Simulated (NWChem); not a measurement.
# SiNH2Cl (SMILES N[Si]Cl): CCSD/3-21G

What is the vertical ionisation energy of SiNH2Cl at CCSD/3-21G? 

The calculation is run with NWChem 7.3.0.

**1. The system as given**

SiNH2Cl: 5 atoms, total charge 0, spin state singlet. As SMILES, `N[Si]Cl`. Geometry: relaxed at PBE0-D4/def2-TZVP. This is one conformer, not always the lowest.

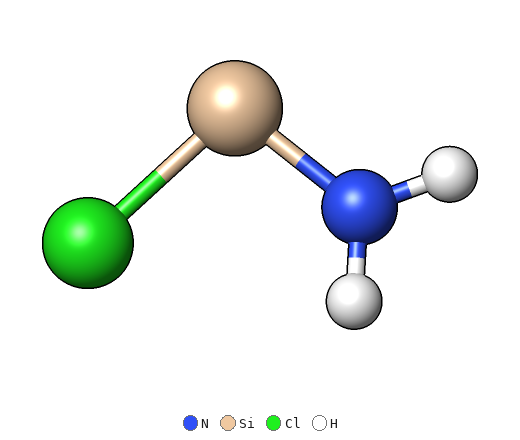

The structure, seen from a chosen angle (nitrogen blue, silicon light orange, chlorine green, hydrogen white).

**2. The energy at CCSD/3-21G**

job.nw reads:

```
start job
memory stack 880 mb heap 220 mb global 1100 mb

geometry units angstrom noautosym nocenter noautoz
N     -0.148200     0.583400    -0.233900
Si    -0.116200    -0.341800     1.192600
Cl     0.649000    -2.124500     0.377300
H     -0.473300     1.538600    -0.227400
H      0.138600     0.270600    -1.150000
end

basis spherical bse
* library 3-21G
end

scf
thresh 1e-08
maxiter 80
print low
end

ccsd
freeze core 11
maxiter 60
end

task ccsd
```

Launch:

```
$ nwchem job.nw > job.out
```

Log:

```text
[...]
  functions       =    39
[...]
  wavefunction    = RHF
[...]
         Total SCF energy =   -800.070860913454
      One-electron energy =  -1368.822012629290
      Two-electron energy =    437.360823399723
 Nuclear repulsion energy =    131.390328316113
        Time for solution =      0.8s
[...]
 Total MP2 energy:           -800.265995865802779
[...]
             energy      energy      error      ampl     ampl      Block
                                                time     time      time
[...]
 Total CCSD energy:           -800.287647235595841
[...]
```

Wall time 5.1 s (1 thread of AMD EPYC 7R13 (Zen 3), shared host); peak memory 0.11 GiB.

**3. The doublet cation**

struct.nw reads:

```
start struct
memory 2200 mb
charge 1
geometry noautosym nocenter noautoz
   N     -0.148200     0.583400    -0.233900
   Si    -0.116200    -0.341800     1.192600
   Cl     0.649000    -2.124500     0.377300
   H     -0.473300     1.538600    -0.227400
   H      0.138600     0.270600    -1.150000
end
basis "ao basis" spherical bse
   * library 3-21G
end
scf
   doublet
   uhf
   thresh 1e-08
   maxiter 80
   noprint "final vectors analysis"
end
tce
   scf
   ccsd
   freeze core 11
   maxiter 60
end
task tce energy
```

Launch:

```
$ nwchem struct.nw > struct.out
```

Log:

```text
[...]
  functions       =    39
[...]
  wavefunction    = UHF
[...]
         Total SCF energy =   -799.743116885028
      One electron energy =  -1358.267180192624
      Two electron energy =    427.133734991483
 Nuclear repulsion energy =    131.390328316113
                       Sz =      0.5000
                 Sz(Sz+1) =      0.7500
                      S^2 =      0.7772
[...]
         Wavefunction type : Unrestricted Hartree-Fock
          No. of electrons :    39
[...]
         Spin multiplicity : doublet
[...]
 CCSD total energy / hartree       =      -799.958007099656584
[...]
```

Wall time 3.6 s (1 thread of AMD EPYC 7R13 (Zen 3), shared host); peak memory 0.13 GiB.

**4. Results**

Level: CCSD/3-21G, 11 core orbitals frozen.

| quantity | value |
| --- | --- |
| singlet SiNH2Cl: total energy | -800.28765 Eh |
| singlet SiNH2Cl: correlation energy (11 core orbitals frozen) | -216.8 mEh |
| doublet cation: total energy | -799.95801 Eh |
| doublet cation: correlation energy (11 core orbitals frozen) | -214.9 mEh |
| doublet cation: ⟨S²⟩ of the reference determinant | 0.777 |
| vertical ionisation energy (to the doublet cation) | 8.970 eV |

In words: The vertical ionisation energy comes to 8.97 eV (207 kcal/mol).
